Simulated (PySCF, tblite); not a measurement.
# C2H7OSSi radical: geometry, infrared bands and EPR parameters

Wanted: the infrared bands and EPR parameters of C2H7OSSi radical (`[SiH3]OC[CH]S`), by calculation.

The runs use tblite 0.8.0 and PySCF 2.14.0, with density-fitted response routines of our own; the level of theory stands in each step. All values are computed, except where a source is named. Atoms are numbered from 0 throughout.

### Step 1. The starting structure

12 atoms, charge 0, multiplicity 2; geometry from: force field or distance geometry start.

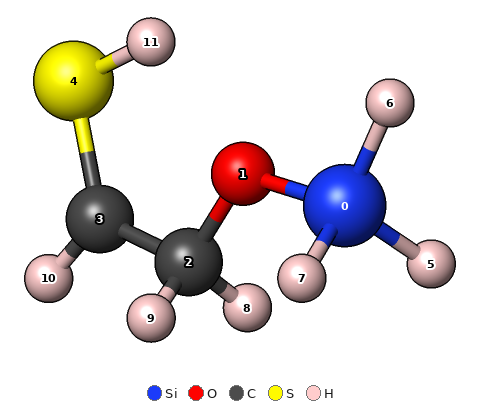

The starting geometry (silicon blue, oxygen red, carbon dark grey, sulfur yellow, hydrogen pink), atoms numbered.

### Step 2. Relaxing the molecule with GFN2-xTB

The job: settings as JSON, then the geometry in Å.

```
{"job": {"kind": "relax", "xc": "GFN2-xTB", "basis": "xTB"}, "charge": 0, "multiplicity": 2}
Si     1.678200     1.069800     0.044300
O      0.124500     0.519300     0.320700
C     -0.220200    -0.758400    -0.197200
C     -1.643800    -1.096300     0.142900
S     -2.719800    -0.031400     0.977300
H      1.877800     1.166200    -1.421600
H      1.844300     2.406100     0.670600
H      2.648900     0.111900     0.614300
H     -0.134100    -0.753400    -1.293300
H      0.422500    -1.536600     0.209900
H     -2.025700    -2.074700    -0.153400
H     -1.851500     0.976900     1.147800
```

Launch:

```bash
$ OMP_NUM_THREADS=1 python probes_run.py task.json out
```

One launch serves the whole session: the jobs run in the order shown.

**Question.** This job is followed by: GFN2-xTB harmonic vibrations, gas phase; UKS B3LYP, pcH-1 on C H O S Si, non-relativistic, mean-field spin-orbit, GIAO. What will the session give for the following? strongest single infrared mode (GFN2-xTB); zero-point energy (GFN2-xTB); g(iso) (B3LYP); ⟨S²⟩; largest a(iso) (averaged by class); potential on the surface of density 0.002 e/bohr³, 1st and 99th percentile.

The runs gave:

```
                                                                  quantity                 value
                                 strongest single infrared mode (GFN2-xTB)  839 cm⁻¹, 401 km/mol
                                              zero-point energy (GFN2-xTB)         49.1 kcal/mol
                                                            g(iso) (B3LYP)               2.00473
                                                                      ⟨S²⟩    0.754 (exact 0.75)
                                        largest a(iso) (averaged by class)  13C on C3, 128.1 MHz
potential on the surface of density 0.002 e/bohr³, 1st and 99th percentile    -0.87 V and 1.56 V
```

What this shows: Relaxing lowered the energy by 0.193 eV in 76 steps; the close pair that moved most is Si0–O1, from 1.671 to 1.623 Å. No mode is imaginary among the 30: a minimum at this level. The strongest single mode, at 839 cm⁻¹, is spread over several atoms, H5, H7, Si0, H6 among them. GFN2-xTB is a fitted tight-binding method: band positions and strengths are rough. Its intensities can rank the bands wrongly. Most of the unpaired spin sits on C3 (0.83 e). The isotropic g lies 2.4 ppt above the free-electron value.
